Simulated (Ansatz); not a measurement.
**BClH$_{8}$N$_{2}$Si: density, localisation and related maps**

Input

```
crystal:
  periodic: [false, false, false]
  atoms:
    - { symbol: B, position_ang: [0.038389, -0.37229, 0.218921] }
    - { symbol: "N", position_ang: [-0.084823, -0.672484, 1.65912] }
    - { symbol: H, position_ang: [-0.883156, -1.171871, 2.043073] }
    - { symbol: H, position_ang: [0.721015, -0.596953, 2.27524] }
    - { symbol: H, position_ang: [1.075093, -0.004389, -0.2494] }
    - { symbol: Cl, position_ang: [-1.363329, -0.7103, -0.827407] }
    - { symbol: "N", position_ang: [-0.623185, 2.219963, 0.866141] }
    - { symbol: H, position_ang: [-1.417695, 2.715464, 0.4549] }
    - { symbol: Si, position_ang: [0.627063, 3.172075, 1.628672] }
    - { symbol: H, position_ang: [1.695551, 2.227505, 2.095899] }
    - { symbol: H, position_ang: [1.177136, 4.119318, 0.60691] }
    - { symbol: H, position_ang: [0.216164, 3.982013, 2.833995] }
    - { symbol: H, position_ang: [-0.949223, 1.404849, 1.423035] }
basis:
  gaussian: { orbitals: "6-31G*" }
hamiltonian:
  xc: pbe
  dispersion: d4
relax:
  f_tol: 0.03
  max_steps: 50
output:
  orbitals: {}
```

Run with:

```sh
ansatz run input.yaml --threads 2 --pin off --max-ram 3072MiB --backend cpu --events-out ev --progress --plain --runs-dir out
```

The fields are those of the relaxed geometry.

Theory: RKS PBE-D4/6-31G* in Ansatz 0.2.0.

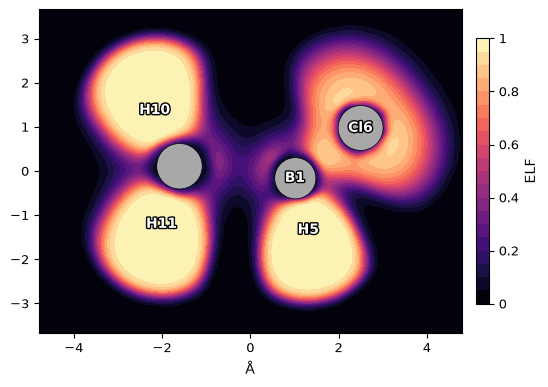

Figure 1. Electron localisation function on the plane of atoms H5, B1 and Cl6. Grey discs cover the atomic cores.

Q: Read the bonding off the picture.

A:
- Atoms in the plane: B, H and Cl.
- B–Cl (1.87 Å): the ELF peaks at about 0.90 between the atoms, as expected for a shared but strongly polarised pair.
- B–H (1.21 Å): the ELF climbs to about 1 towards the hydrogen, as it does in any bond to H; an ordinary covalent bond to hydrogen.
- The ELF also peaks beside Cl6, away from the bonds: lone-pair regions.

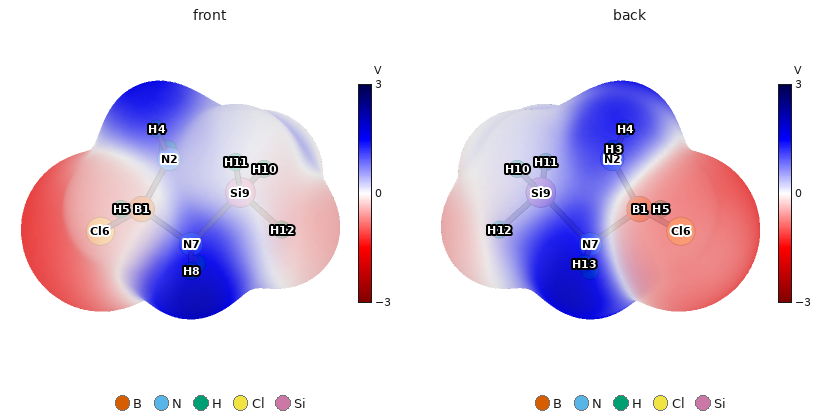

Figure 2. The molecular electrostatic potential painted on the density surface at 0.001 e/bohr³, seen from the front and from behind; the colour scale runs from red (negative) to blue (positive).

Q: Where is the surface potential most negative and most positive?

A: The most negative region (about −1.1 V, or −25 kcal/mol for a unit charge) lies over Cl6, the most positive (about +2.0 V, or +46 kcal/mol for a unit charge) over H8.

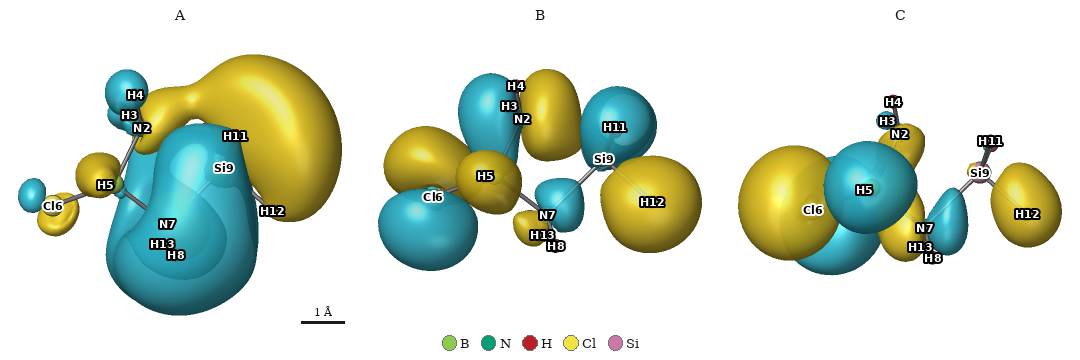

Figure 3. Three frontier orbitals at ±0.06 Å⁻³ᐟ² (yellow and cyan are the two phases), in no order.

Q: Which picture is the HOMO−1, the HOMO and the LUMO?

A: C is the HOMO−1 (−6.35 eV). Its weight (Hirshfeld) is mainly on Cl6 (about 70 %), H5 (about 10 %) and B1 (about 10 %); largely a lone pair of Cl6. B is the HOMO (−5.96 eV). It lies mainly on Cl6 (about 30 %), N2 (about 25 %), Si9 (about 10 %) and H12 (about 10 %). A is the LUMO (−0.42 eV). It lies mainly on Si9 (about 40 %), N7 (about 15 %), H13 (about 10 %) and H8 (about 10 %).

Q: What is the HOMO–LUMO gap?

A: 5.54 eV between the orbital energies.

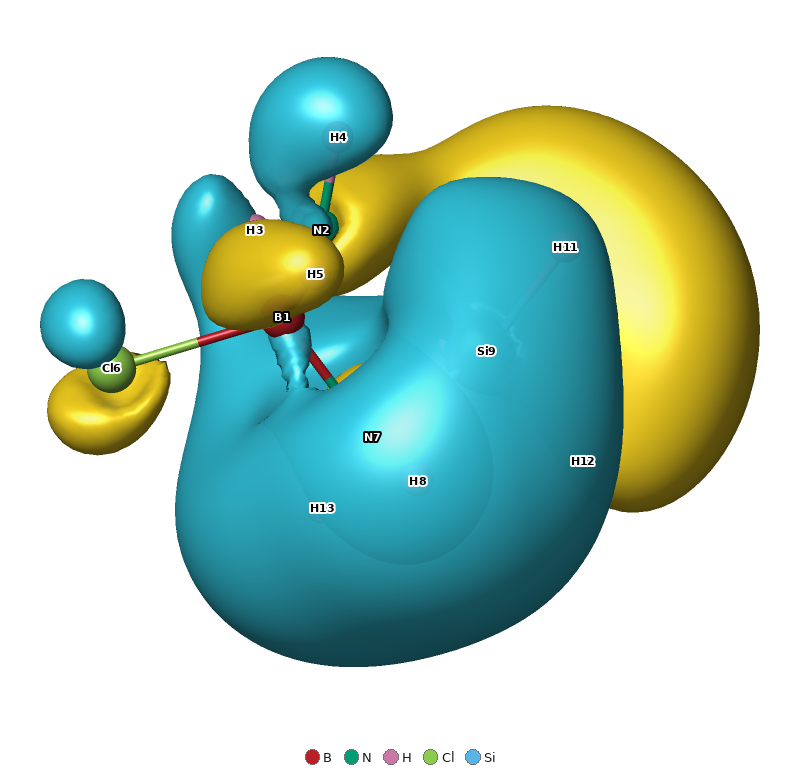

Figure 4. One frontier orbital at ±0.05 Å⁻³ᐟ² (yellow and cyan are the two phases), seen at a tilt.

Q: Which orbital is it: HOMO or LUMO?

A: The LUMO, at −0.42 eV. By Hirshfeld shares it lies mainly on Si9 (about 40 %), N7 (about 15 %), H13 (about 10 %) and H8 (about 10 %).
